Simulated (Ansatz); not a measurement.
# InPH4O (SMILES O[PH][InH2]): B3LYP/def2-SVPD (core potential)

What is the electronic atomisation energy of InPH4O at B3LYP/def2-SVPD (core potential)? 

Program for the calculation: Ansatz 0.2.0.

53 further runs of the same task are left out: 53 set aside as unsound or not needed. Runs told in other sessions of the task aren't counted.

### 1 The molecule

InPH4O: 7 atoms, total charge 0, spin state singlet. As SMILES, `O[PH][InH2]`. The shape is that of a PBE0-D4/def2-TZVP optimisation. This is one conformer, not always the lowest.

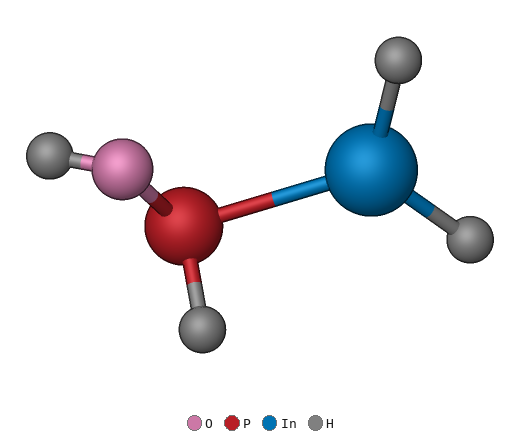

The structure, seen from a chosen angle (oxygen pink, phosphorus red, indium blue, hydrogen grey).

### 2 The energy at B3LYP/def2-SVPD (core potential)

File in.yaml:

```yaml
crystal:
  periodic: [false, false, false]
  atoms:
    - {symbol: O, position_ang: [-1.844500, 0.146900, 0.079200]}
    - {symbol: P, position_ang: [-0.622800, -0.370000, -0.935500]}
    - {symbol: In, position_ang: [1.396900, 0.365900, 0.345900]}
    - {symbol: H, position_ang: [-2.634300, 0.311800, -0.441900]}
    - {symbol: H, position_ang: [-0.483700, -1.722100, -0.492200]}
    - {symbol: H, position_ang: [1.278200, 1.623200, 1.518000]}
    - {symbol: H, position_ang: [2.910100, -0.355700, -0.073500]}
basis:
  gaussian:
    orbitals: def2-SVPD
hamiltonian:
  xc: {name: B3LYP}
accuracy: high
output:
  orbitals: {seedname: orbitals}
```

Run with:

```console
$ ansatz run in.yaml --threads 1 --pin off --max-ram 3480MiB --events-out events.jsonl --progress --plain --runs-dir runs
```

The program printed:

```text
Warning: RAYON_NUM_THREADS=1 ignored (pool sized by the plan → 1); use --threads N
Functional definition: B3LYP
  name "B3LYP"
  parameter a0 = 0.2
  parameter ax = 0.72
  parameter ac = 0.81
  exchange = (1 - a0 - ax)*slater_x + ax*b88_x + a0*exact_x
  correlation = (1 - ac)*vwn_rpa_c + ac*lyp_c
2372 factors; integrals over basis functions are off by at most 3.2e-9 eV
mean field evaluation 1: about -16567.5834 eV, gradient 5.1e1 eV
mean field evaluation 2: about -16550.9637 eV, gradient 1.0e2 eV
mean field evaluation 4: about -16572.2834 eV, gradient 2.8e0 eV
mean field evaluation 8: about -16572.3777 eV, gradient 2.8e-1 eV
mean field evaluation 16: about -16572.3779 eV, gradient 3.7e-5 eV
mean field -16572.37788183 eV, -609.0236539960 hartree, gradient 2.3e-8 eV, S^2 0.000000; 0 other end points of the search recorded, 0 dependent functions left out
reference -16572.37792372 eV, -609.0236555354 hartree; 24, 24 occupied and 87, 87 virtual orbitals, 2372 factors
Total energy: -16572.37792372 eV, -609.0236555354 hartree
```

It took 14 s on 1 thread of Arm Neoverse V1, shared host; peak memory 0.42 GiB.

### 3 The H atom, same level

File in.yaml:

```yaml
basis:
  gaussian:
    orbitals: def2-SVPD
crystal:
  periodic: [false, false, false]
  atoms:
    - symbol: H
      position_ang: [0.000000, 0.000000, 0.000000]
magnetization:
  spin_polarized: true
  initial_magnetization: 1
hamiltonian:
  xc: {name: B3LYP}
accuracy: high
```

Run with:

```console
$ ansatz run in.yaml --threads 1 --pin off --max-ram 3480MiB --events-out events.jsonl --progress --plain --runs-dir runs
```

The program printed, cut to the lines that bear on the results:

```text
Warning: RAYON_NUM_THREADS=1 ignored (pool sized by the plan → 1); use --threads N
[... 7 set-up lines as earlier in the session ...]
33 factors; integrals over basis functions are off by at most 2.1e-9 eV
mean field evaluation 1: about -13.6396 eV, gradient 1.5e-1 eV
mean field evaluation 2: about -13.6397 eV, gradient 1.5e-1 eV
mean field evaluation 4: about -13.6399 eV, gradient 3.7e-3 eV
mean field evaluation 8: about -13.6399 eV, gradient 1.0e-10 eV
mean field -13.63992910 eV, -0.5012581489 hartree, gradient 1.0e-10 eV, S^2 0.750000; 0 other end points of the search recorded, 0 dependent functions left out
reference -13.63994824 eV, -0.5012588523 hartree; 1, 0 occupied and 7, 8 virtual orbitals, 33 factors
Total energy: -13.63994824 eV, -0.5012588523 hartree
```

Run time: 0.14 s. Hardware: 1 thread of Arm Neoverse V1, shared host.

### 4 The In atom

File input.yaml:

```yaml
crystal:
  periodic: [false, false, false]
  atoms:
    - {symbol: In, position_ang: [0.000000, 0.000000, 0.000000]}
basis:
  gaussian: {orbitals: def2-SVPD}
magnetization: {spin_polarized: true, initial_magnetization: 1}
hamiltonian: {xc: {name: B3LYP}}
accuracy: high
```

Run the same way, it converges to -190.18187 Eh (log not shown).

### 5 The O atom at the same level

File in.yaml:

```yaml
crystal:
  periodic: [false, false, false]
  atoms:
    - symbol: O
      position_ang: [0.000000, 0.000000, 0.000000]
basis:
  gaussian: {orbitals: def2-SVPD}
total_charge: 0
magnetization: {spin_polarized: true, initial_magnetization: 2}
hamiltonian: {xc: {name: B3LYP}}
accuracy: high
```

Run the same way, it converges to -75.00924 Eh (log not shown).

### 6 The P atom

File run.yaml:

```yaml
basis:
  gaussian:
    orbitals: def2-SVPD
crystal:
  periodic: [false, false, false]
  atoms:
    - {symbol: P, position_ang: [0.000000, 0.000000, 0.000000]}
magnetization:
  spin_polarized: true
  initial_magnetization: 3
hamiltonian:
  xc: {name: B3LYP}
accuracy: high
```

Run the same way, it converges to -341.16698 Eh (log not shown).

### 7 Summary of results

At B3LYP/def2-SVPD (core potential):

| quantity | value |
| --- | --- |
| molecule: total energy | -609.02366 Eh |
| molecule: HOMO energy | -6.39 eV |
| molecule: LUMO energy | -2.09 eV |
| molecule: HOMO–LUMO gap | 4.30 eV |
| H atom: total energy | -0.50126 Eh |
| H atom: ⟨S²⟩ | 0.750 |
| In atom: total energy | -190.18187 Eh |
| In atom: ⟨S²⟩ | 0.752 |
| O atom: total energy | -75.00924 Eh |
| O atom: ⟨S²⟩ | 2.004 |
| P atom: total energy | -341.16698 Eh |
| P atom: ⟨S²⟩ | 3.751 |
| electronic atomisation energy | 17.974 eV |

**Reading.** Taking the molecule apart into free atoms costs 17.97 eV (1734 kJ/mol), before zero-point energy and without spin-orbit coupling.
